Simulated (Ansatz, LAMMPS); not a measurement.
**Aqueous K+ and SO4 2-, 1.6 mol of salt per kg of water, from a frame at 300 K (224 atoms): geometry optimisation**

Aim: bring aqueous K+ and SO4 2-, 1.6 mol of salt per kg of water, from a frame at 300 K (224 atoms) to a nearby minimum of the energy and see what moves.

Method: Kohn-Sham DFT, PBE+D4, PAW (set soft_2), plane waves, in Ansatz 0.2.0.

## 1. Starting point

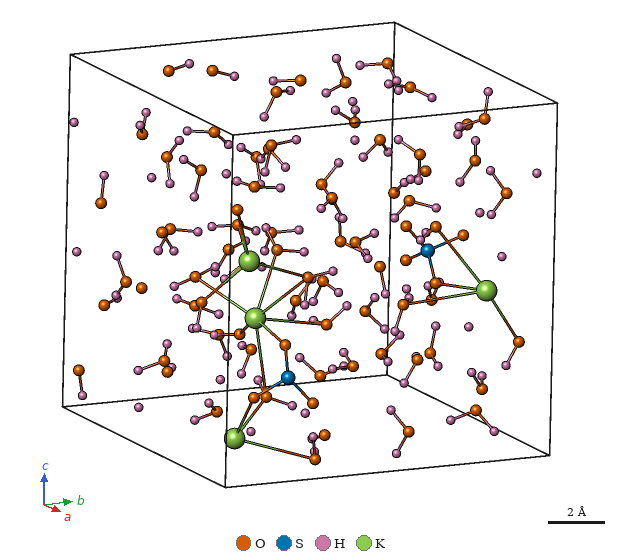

Start, viewed slightly off an axis; oxygen orange, sulfur blue, hydrogen pink, potassium green. Bonds to atoms that aren't drawn are left out. Some periodic images of atoms are drawn too.

The cell holds 224 atoms: 78 O, 2 S, 140 H and 4 K. Its edges and angles: a = 13.038 Å, b = 13.038 Å, c = 13.038 Å, α = 90.0°, β = 90.0°, γ = 90.0°. 70 H2O, 4 K+, 2 SO4 2- placed at random, at 1.21 g/cm³; overlaps pushed apart, then 10 ps at 420 K with Joung-Cheatham ions (J. Phys. Chem. B 112, 9020 (2008)); MMFF94 bonds, angles, torsions, charges and radii (Halgren, J. Comput. Chem. 17, 490 (1996)) in harmonic and 12-6 forms; SPC/E water (Berendsen, Grigera and Straatsma, J. Phys. Chem. 91, 6269 (1987)). Snapshot after 20 ps at 300 K and fixed volume.

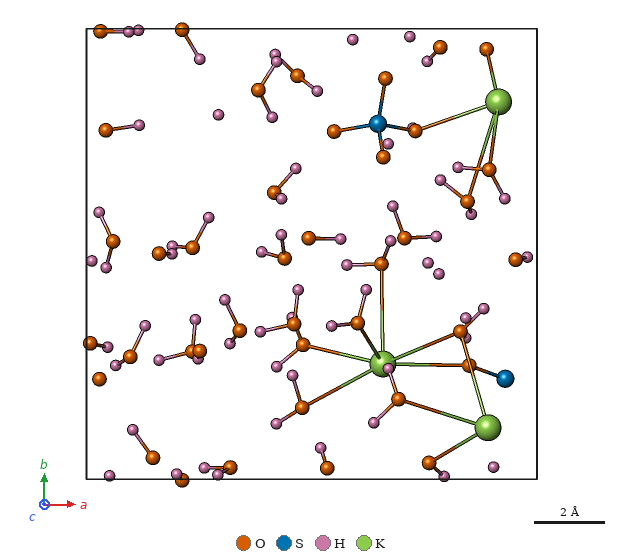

A slice 6 Å thick through the middle of the cell. Bonds to atoms that aren't drawn are left out.

What the set-up can't give: The network of contacts between molecules at the start is that of the classical potential that made the cell. The concentration wasn't checked against solubility and may exceed it. The density was typed from a rule of thumb and may lie off the real one at this temperature. The Brillouin zone is sampled at Γ only, in a cell whose shortest periodic width is 13 Å.

## 2. The classical run that made the cell

A classical potential makes the cell, at a small fraction of what the same run would cost in DFT.

This step: classical MD, Joung-Cheatham ions (J. Phys. Chem. B 112, 9020 (2008)); MMFF94 bonds, angles, torsions, charges and radii (Halgren, J. Comput. Chem. 17, 490 (1996)) in harmonic and 12-6 forms; SPC/E water (Berendsen, Grigera and Straatsma, J. Phys. Chem. 91, 6269 (1987)) (LAMMPS 22 Jul 2025 - Update 4).

The input, in.lmp:

```
# aqueous K+ and SO4 2-, 1.6 mol of salt per kg of water
units real
atom_style full
boundary p p p
bond_style harmonic
angle_style harmonic
dihedral_style opls
improper_style harmonic
special_bonds lj 0 0 0.5 coul 0 0 0.75
read_data data.lmp
neigh_modify delay 0 every 1 check yes one 4000
comm_modify cutoff 12.0
timestep 0.5
thermo_style custom step time temp pe press density
thermo_modify norm yes
# push overlapping molecules apart
pair_style soft 2.6
pair_coeff * * 0.0
variable a equal ramp(1,60)
fix ad all adapt 1 pair soft a * * v_a
velocity all create 420 121095 mom yes dist gaussian
fix lim all nve/limit 0.03
fix lan all langevin 420 420 50 121096 zero yes
thermo 1000
run 3000 post no
unfix ad
pair_style lj/cut/coul/long 9.0
pair_modify mix arithmetic tail yes
pair_coeff 1 1 0.0763 3.0960   # O
pair_coeff 2 2 0.2681 3.4180   # S
pair_coeff 3 3 0.1553 3.1660   # O
pair_coeff 4 4 0.0000 1.0000   # H
pair_coeff 5 5 0.4297 2.8384   # K
kspace_style pppm 1.0e-4
# [... 18 lines left out ...]
compute msd all msd com yes
thermo 5000
fix md all nvt temp 300 300 100
run 20000 post no
print "== T300: mean square displacement over the hold $(c_msd[4]:%.2f) A^2"
unfix md
uncompute msd
write_dump all custom T300.dump id type xs ys zs modify sort id
```

The run is started by

```sh
$ lmp -in in.lmp -log none -nocite
```

Numbers of over 12 decimals in the logs are rounded to 6 here.

Log:

```text
LAMMPS (22 Jul 2025 - Update 4)
Reading data file ...
  orthogonal box = (0 0 0) to (13.03775 13.03775 13.03775)
  224 atoms
  orthogonal box = (0 0 0) to (13.03775 13.03775 13.03775)
  148 bonds
  82 angles
   Step          Time           Temp          PotEng         Press         Density
         0   0              420            0.50882896     5604.3784      1.2059991
      1000   500            411.84581      1.2442953      44284.787      1.2059991
      2000   1000           438.77317      1.2337642      47790.898      1.2059991
      3000   1500           384.83461      1.1886805      51792.333      1.2059991
Loop time of 0.161218 s on 1 MPI rank(s) for 3000 steps with 224 atoms
PPPM initialization ...
  G vector (1/distance) = 0.31005721
  grid = 9 9 9
  estimated relative force accuracy = 5.0560052e-05
   Step          Time           Temp          PotEng         Press         Density
      3000   1500           384.83461     -0.64889877     47662.202      1.2059991
[... 13 lines left out ...]
      2000   1000           389.45054     -7.0034823      7643.3222      1.2059991
Loop time of 0.967259 s on 1 MPI rank(s) for 2000 steps with 224 atoms
   Step          Time           Temp          PotEng         Press         Density
      2000   1000           567.63053     -7.5023993      24913.376      1.2059991
[... 5 lines left out ...]
Loop time of 5.39588 s on 1 MPI rank(s) for 10000 steps with 224 atoms
   Step          Time           Temp          PotEng         Press         Density
[... 4 lines left out ...]
Loop time of 2.67685 s on 1 MPI rank(s) for 5000 steps with 224 atoms
   Step          Time           Temp          PotEng         Press         Density
[... 2 lines left out ...]
     25000   24000          320.46273     -7.5312226     -2821.4799      1.2059991
     30000   29000          342.14414     -7.4824186     -3595.7242      1.2059991
     35000   34000          333.49513     -7.5955431      2788.6142      1.2059991
     37000   36000          313.94208     -7.5144517      210.26097      1.2059991
Loop time of 10.4042 s on 1 MPI rank(s) for 20000 steps with 224 atoms
== T300: mean square displacement over the hold 13.26 A^2
```

Wall time 20 s (1 thread of AMD EPYC 9R45, shared host); peak memory 0.12 GiB.

The input also reads data.lmp (atoms, bonds and types; not printed here).

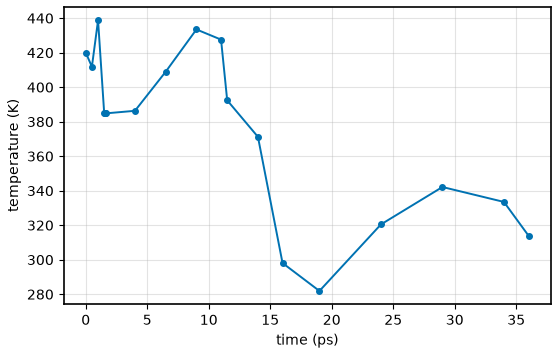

Temperature, plotted against time.

## 3. Single point at the start

The forces at the start show how far the geometry lies from a minimum of this functional.

The input, input.yaml:

```yaml
crystal:
  lattice:
    - [13.03775, 0.0, 0.0]
    - [0.0, 13.03775, 0.0]
    - [0.0, 0.0, 13.03775]
  atoms:
    - { symbol: O, position: [0.02882, 0.22183, 0.32354] }
    - { symbol: S, position: [0.92965, 0.22264, 0.27556] }
    - { symbol: O, position: [0.8497, 0.25205, 0.34698] }
    - { symbol: O, position: [0.91219, 0.12707, 0.2233] }
    - { symbol: O, position: [0.93029, 0.30061, 0.19584] }
    - { symbol: O, position: [0.73003, 0.77269, 0.44772] }
    - { symbol: S, position: [0.64696, 0.78859, 0.52003] }
    - { symbol: O, position: [0.65894, 0.71449, 0.59834] }
    - { symbol: O, position: [0.54964, 0.77142, 0.47172] }
    - { symbol: O, position: [0.66365, 0.88914, 0.55786] }
    - { symbol: O, position: [0.03319, 0.0311, 0.10847] }
    - { symbol: H, position: [0.02633, 0.04763, 0.03389] }
    - { symbol: H, position: [0.9908, 0.0801, 0.14952] }
    - { symbol: O, position: [0.67973, 0.74159, 0.8042] }
    - { symbol: H, position: [0.62153, 0.7035, 0.83654] }
    - { symbol: H, position: [0.66961, 0.744, 0.7282] }
    - { symbol: O, position: [0.83123, 0.47256, 0.26257] }
    - { symbol: H, position: [0.85183, 0.39876, 0.26612] }
    - { symbol: H, position: [0.75809, 0.47977, 0.28449] }
    - { symbol: O, position: [0.15043, 0.22878, 0.96666] }
    - { symbol: H, position: [0.13034, 0.30222, 0.97592] }
    - { symbol: H, position: [0.10174, 0.18388, 0.00533] }
    - { symbol: O, position: [0.93886, 0.78124, 0.84244] }
    - { symbol: H, position: [0.88063, 0.81028, 0.88304] }
    - { symbol: H, position: [0.91177, 0.74903, 0.77833] }
    - { symbol: O, position: [0.34036, 0.32944, 0.49426] }
    - { symbol: H, position: [0.31852, 0.30089, 0.42651] }
    - { symbol: H, position: [0.30728, 0.39779, 0.50506] }
    - { symbol: O, position: [0.88816, 0.95399, 0.3012] }
    - { symbol: H, position: [0.90413, 0.90775, 0.24213] }
    - { symbol: H, position: [0.9035, 0.02657, 0.28172] }
    - { symbol: O, position: [0.25143, 0.28423, 0.70316] }
    [... 186 atom lines left out ...]
    - { symbol: H, position: [0.45651, 0.35865, 0.32909] }
    - { symbol: H, position: [0.42225, 0.24955, 0.27798] }
    - { symbol: K, position: [0.91472, 0.83715, 0.46305] }
    - { symbol: K, position: [0.65793, 0.25552, 0.37902] }
    - { symbol: K, position: [0.77905, 0.13777, 0.07612] }
    - { symbol: K, position: [0.89134, 0.11398, 0.60693] }
kpoints:
  mp_grid: { grid: [1, 1, 1] }
hamiltonian:
  xc: pbe
  dispersion: d4
scf:
  occupations: { method: fixed }
output:
  forces: true
  stress: true
  populations: intrinsic
  dos:
    method: { smearing: { sigma: 0.15 } }
    de: 0.1
    projected: { site_lists: { H: [H], K: [K], O: [O], S: [S] } }
  eigenvalues: true
```

The run is started by

```sh
$ ansatz run input.yaml --threads 4 --pin off --max-ram 8192MiB --backend cpu --events-out ev --progress --plain --runs-dir out
```

Log:

```text
Engine: ansatz 0.2.0, x86_64-unknown-linux-gnu
Pseudopotentials: kind: paw
Pseudopotential: O, paw, valence charge 6, recommended cutoff 420 eV (normal), O.paw.azcp
Pseudopotential: S, paw, valence charge 6, recommended cutoff 420 eV (normal), S.paw.azcp
Pseudopotential: H, paw, valence charge 1, recommended cutoff 420 eV (normal), H.paw.azcp
Pseudopotential: K, paw, valence charge 9, recommended cutoff 420 eV (normal), K.paw.azcp
[... 5 lines on functional and potentials left out ...]
Crystal: 224 atoms, lattice volume = 2216.195 Å³
Basis set: ecut = 420 eV, 43387 PW (Γ), exchange–correlation on 180×180×180 points (8 copies of the dense FFT grid, shifted against one another)
Bands: 552, of which v1, the nominal top of the filled ones, is band 328 counted from 1 (327 counted from 0)
Symmetry: 1 space group operations
Space group: P1 (ITA 1), of the structure as read, at distance tolerance 1.3e-4 Å
k-points: 1
[... 9 lines on functional and potentials left out ...]
Initial density: superposition of atomic densities (neutral atoms: chi_scale 0, normalization atom), corrected by the library's trained network
Initial wavefunctions: pseudopotential atomic-orbital guess
Functional: x = pbe(κ = 0.804, μ = 0.219515), c = pbe(β = 0.066725)
SCF iter   1: F=—  HF=-54477.246327 eV  |F-HF|=—  |Δ(HF+E_count)|=         —  Δρ=3.19e-3  dr2=3.01e-1  ethr=1.77e-3  ⟨swp⟩=5.0  Hψ=1969  notcnv=0  defer=222
preconditioner: auto → Resta (q_TF=auto, 2.227 Å⁻¹)  ε∞=2.3  [insulator: Δε(μ)=3.697 eV  Ē_g=17.752 eV  n_scr=436 (ndim 8)  ℏωp=20.0 eV  f_vac=0.246  ε∞_Penn≈2.3]
SCF iter   2: F=—  HF=-54477.080749 eV  |F-HF|=—  |Δ(HF+E_count)|=   1.66e-1  Δρ=1.62e-3  dr2=6.55e-2  ethr=4.59e-5  ⟨swp⟩=2.0  Hψ=809  notcnv=0  defer=218
SCF iter   3: F=—  HF=-54477.049201 eV  |F-HF|=—  |Δ(HF+E_count)|=   3.15e-2  Δρ=6.84e-4  dr2=1.80e-2  ethr=9.99e-6  ⟨swp⟩=3.0  Hψ=663  notcnv=0  defer=222
SCF iter   4: F=—  HF=-54477.043040 eV  |F-HF|=—  |Δ(HF+E_count)|=   6.16e-3  Δρ=2.33e-4  dr2=1.42e-3  ethr=2.74e-6  ⟨swp⟩=3.0  Hψ=663  notcnv=0  defer=222
SCF iter   5: F=—  HF=-54477.042913 eV  |F-HF|=—  |Δ(HF+E_count)|=   1.26e-4  Δρ=1.01e-4  dr2=2.14e-4  ethr=2.17e-7  ⟨swp⟩=2.0  Hψ=958  notcnv=0  defer=222
SCF iter   6: F=—  HF=-54477.042882 eV  |F-HF|=—  |Δ(HF+E_count)|=   3.13e-5  Δρ=5.15e-5  dr2=4.48e-5  ethr=3.26e-8  ⟨swp⟩=3.0  Hψ=661  notcnv=0  defer=220
SCF iter   7: F=—  HF=-54477.043732 eV  |F-HF|=—  |Δ(HF+E_count)|=   8.50e-4  Δρ=1.22e-5  dr2=2.97e-6  ethr=6.84e-9  ⟨swp⟩=3.0  Hψ=663  notcnv=0  defer=216
SCF iter   8: F=—  HF=-54477.043733 eV  |F-HF|=—  |Δ(HF+E_count)|=   5.38e-7  Δρ=7.08e-6  dr2=9.49e-7  ethr=4.53e-10  ⟨swp⟩=3.0  Hψ=673  notcnv=0  defer=216
SCF iter   9: F=-54477.043732 eV  HF=-54477.043732 eV  |F-HF|=3.93e-8  |Δ(HF+E_count)|=   2.23e-7  Δρ=1.67e-6  dr2=6.11e-8  ethr=1.52e-11  ⟨swp⟩=18.0  Hψ=4238  notcnv=0
WARN: dispersion: an atom stands within reach of a switch of its C6 between two reference coordination numbers of its element: through that C6 alone, e_disp changes by 0.025 eV or more while the distances to its neighbours run over a stretch of 0.05 Å that contains this geometry (sites counted from 0 in the run's list of atoms or, [...]
SCF 1 converged in 9 iterations: F = -54477.043732 eV  dr2 = 6.11e-8
  greatest PAW one-centre occupation: 0.988 electrons in one spin orbital (limit 2), on the K atom at site 222 (counted from 0), in its partial waves of l = 0
SCF converged after 9 iterations
Free energy (F): -54477.043732 eV
Harris-Foulkes:  -54477.043732 eV  (|F-HF|=3.93e-8)
Internal energy: -54477.043732 eV  (E = F + TS)
E sigma→0 (E₀):  -54477.043732 eV
Fermi energy:    -0.666334 eV
--- Per-component energies (eV) ---
  E_band       = -6067.785646
  E_kinetic    = 16851.628313
  E_local      = -55827.655440  (includes V_loc(G=0)·N_el)
  E_nonlocal   = 4093.048768
  E_hartree    = 20803.458127
  E_xc         = -7697.823651
  E_vxc        = -9733.813841  (∫ρ·V_xc dr)
  E_paw        = -16779.016594  (= ΣΔE_a)
  E_vpaw       = -3057.938931  (= ΣTr[D̂ρ^β])
  E_aug_tail   = 0.032994  (compensation charges beyond the density's cutoff)
  E_ewald      = -15912.313424
  E_disp       = -8.402825  (pairwise vdW)
  E_smearing   = -0.000000  (= −TS)
  E_closure    = 0.000000  (closes the sum)
  Σ components = -54477.043732   (vs F -54477.043732, Δ=0.00e0)
--- Forces (eV/Å), atoms counted from 1 ---
  atom   1  O      3.25694512    -0.52809938     1.68617149
  atom   2  S     -1.63357693     2.07945163    -0.01993713
  atom   3  O     -0.69928326    -0.78028976     0.63320869
  atom   4  O     -0.90402368    -2.30329564    -0.44607456
  atom   5  O      0.49724123     1.81037621    -1.78258360
  atom   6  O      1.39848931    -0.33674557    -1.95282917
  atom   7  S      0.82935421    -1.01533945    -2.45283258
  atom   8  O      0.13107482    -2.01949213     4.57685721
  atom   9  O     -2.36349192     0.86258656    -1.64676465
  atom  10  O     -0.50887509     3.46841955     1.80445554
  atom  11  O      0.74824379    -0.11091723    -0.94189681
  atom  12  H     -0.36330341    -0.13190648     0.99557424
  atom  13  H      0.34344927    -0.36327063    -0.67675325
  atom  14  O     -0.39209805    -0.46045005     0.12225942
[...]
atom 223  K     -0.62675217    -0.07318171    -0.41826211
  atom 224  K     -0.28425682     0.75679753     0.17597625
  max |Σ_I F_I| component: 7.89e-5 eV/Å
--- Stress (GPa, compression-positive) ---
       -0.516887       0.165010      -0.038980
        0.165010      -0.261491      -0.281970
       -0.038980      -0.281970      -0.320113
  P = ⅓ Tr σ = -0.3662 GPa (-3.662 kbar)
--- Band table (eV) ---
  k-point 0: bands = ["-28.9378", "-28.1221", "-28.1155", "-27.7647", [... 536 levels ...], "11.5831", "11.6004", "11.6341", "11.6602", "11.6698", "11.7309", "11.7426", "11.7607", "11.7831", "11.8083", "11.8259", "11.8498"]
--- intrinsic populations: 224 sites ---
  site symbol       q [e]
     0      O      6.9070
     1      S      3.4716
     2      O      6.9268
[...]
223      K      8.1667
  spilling = 0.000000 (of n_electrons = 656.000000)
```

The job ended after 18 s (4 threads of AMD EPYC 9R45, shared host; peak memory 3.4 GiB; 68 s of CPU time).

The program notes that the dispersion model switches parameters near this geometry.

The run gave:

| Quantity | Value |
| --- | --- |
| free energy | -54477.0437 eV |
| free energy per atom | -243.2011 eV/atom |
| SCF cycles | 9 |
| pressure | -0.3662 GPa |
| r.m.s. force component | 0.6453 eV/Å |
| longest force | 5.004 eV/Å |
| Fermi energy | -0.6663 eV |
| gap (highest filled to lowest empty level) | 3.362 eV |

The r.m.s. force component of 0.65 eV/Å and the pressure of -0.37 GPa set the starting point.

Neighbours are counted within 1.21 Å (H-O), 3.48 Å (O-K), 1.88 Å (O-S).

Length of the force by element and coordination:

```
element  coordination  atoms  mean length of the force (eV/Å)  spread  least   most
      H           all    140                            0.930   0.307  0.133   1.54
      K           all      4                            0.704   0.115  0.518  0.827
      K             7      3                            0.765  0.0475  0.712  0.827
      K             8      1                            0.518       0  0.518  0.518
      O           all     78                            0.963   0.850  0.213   5.00
      O             1      4                             3.91   0.717   3.01   5.00
      O             2     54                            0.824   0.541  0.213   2.59
      O             3     16                            0.761   0.299  0.255   1.24
      O             4      3                            0.676   0.251  0.354  0.966
      O             5      1                            0.751       0  0.751  0.751
      S           all      2                             2.71  0.0684   2.64   2.78
```

(Continued in part 2 of 3.)

[Logs are printed without paths, hosts, clocks, repeated set-up lines and the standing remarks that a program may print on its own settings, such as how far it seeks lower states.]

[Hosts, paths, dates, database ids (printed as entryN), source tags and the programs' standing remarks are cut or masked in the printed files.]

[The MMFF94 radii named for the starting cell were scaled by 0.96; in molecules described by MMFF94, hydrogen bound to N, O or S took a small fixed 12-6 site in their place.]
